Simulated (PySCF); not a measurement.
# C3H9AsSi: the cost of one run

Computed with PySCF 2.14.0 and routines of our own; the level stands in each step. Atoms count from 0.

## (1) The starting structure

14 atoms, charge 0, multiplicity 1; geometry from: GFN2-xTB.

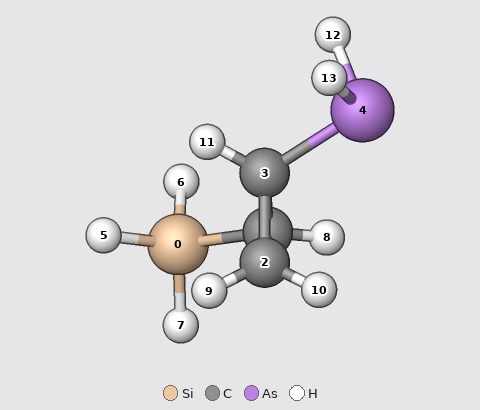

The starting geometry (silicon light orange, carbon grey, arsenic purple, hydrogen white).

## (2) Circular dichroism and optical rotation: TDDFT wB97X-D/aug-cc-pVDZ

Job settings and geometry (Å):

```
{"job": {"kind": "ecd", "xc": "wB97X-D", "basis": "aug-cc-pVDZ", "nstates": 16}, "charge": 0, "multiplicity": 1}
Si     1.944804     0.907925     0.030257
C      0.540505    -0.326635     0.233840
C      0.033033    -1.105636    -0.942128
C     -0.823889    -0.036608    -0.338209
As    -2.404836    -0.569460     0.697491
H      1.813931     1.559201    -1.276045
H      1.857153     1.910298     1.095193
H      3.222412     0.195260     0.102851
H      0.537956    -0.874084     1.174844
H      0.477322    -0.924949    -1.911329
H     -0.246380    -2.141606    -0.783565
H     -0.922203     0.879838    -0.913296
H     -2.657498     0.816786     1.223603
H     -3.372987    -0.290803    -0.420651
```

With the program's defaults for keys left out, this is: TDDFT wB97X-D/aug-cc-pVDZ circular dichroism and optical rotation, one conformer, gas phase.

Command:

```sh
OMP_NUM_THREADS=1 python excited_run.py task.json out
```

One launch serves the whole session: the jobs run in the order shown.

Q: Estimate the wall time and peak memory of this job on 1 thread of Arm Neoverse V1, shared host.

About 2.1 min, with a peak of 0.97 GiB.
